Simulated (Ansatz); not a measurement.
```xyz
26

C    -0.0781   -1.5380   -1.9280
C     0.1812   -0.2033   -1.2466
C    -0.1921   -0.1833    0.2459
C    -1.5290    0.5118    0.4975
C    -2.7198   -0.1445   -0.1807
C     0.9147    0.4030    1.1403
C     1.2862    1.8376    0.7874
C     2.1526   -0.4831    1.1536
H     0.1812   -1.5028   -2.9892
H     0.5196   -2.3290   -1.4661
H    -1.1264   -1.8352   -1.8507
H     1.2397    0.0430   -1.3702
H    -0.3642    0.5901   -1.7699
H    -0.3129   -1.2279    0.5675
H    -1.4617    1.5548    0.1679
H    -1.7063    0.5450    1.5789
H    -2.6301   -0.1210   -1.2695
H    -2.8202   -1.1912    0.1212
H    -3.6496    0.3666    0.0799
H     0.5100    0.4100    2.1612
H     2.0459    2.2166    1.4757
H     1.7001    1.9054   -0.2228
H     0.4279    2.5102    0.8425
H     1.9049   -1.5062    1.4490
H     2.6280   -0.5269    0.1693
H     2.8983   -0.1017    1.8559
```

Geometry: PBE0-D4/def2-TZVP.

Computed with Ansatz, isolated molecule in a Gaussian basis; Hartree-Fock.

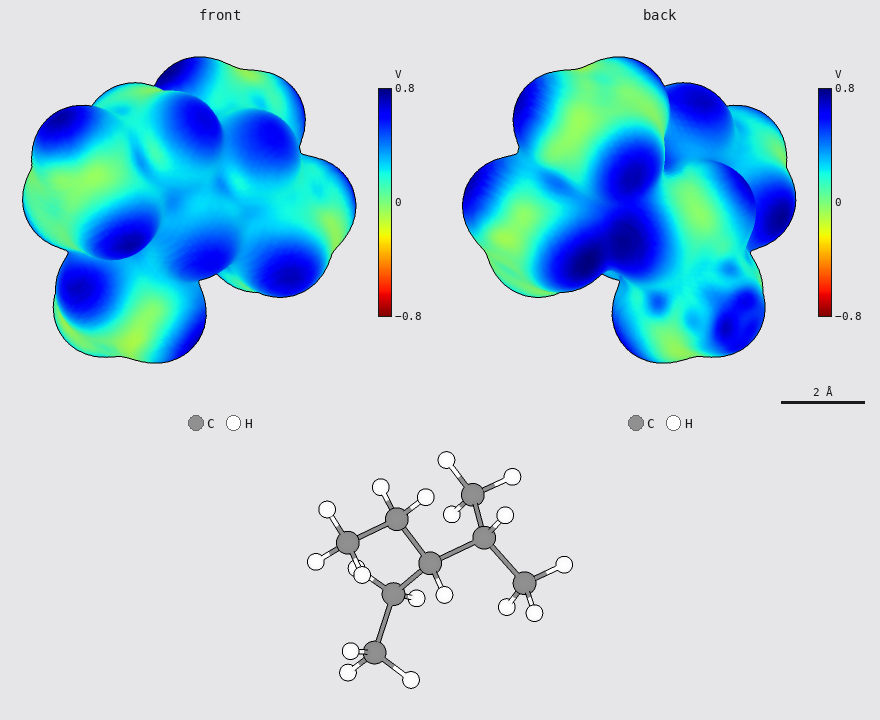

C8H18. The electrostatic potential painted on the density surface at 0.004 e/bohr³, seen from the front and from behind; red is negative and blue positive. The bare structure is drawn below in the same view.

> Which sites attract a positive test charge, and which a negative one?

A positive charge is drawn to the negative regions and a negative charge to the positive ones. The most negative region (about −0.1 V) lies over the C atoms, the most positive (about +0.8 V, or +18 kcal/mol for a unit charge) over the H atoms.

> What dipole moment does the calculation give?

Its dipole moment is 0.09 D.
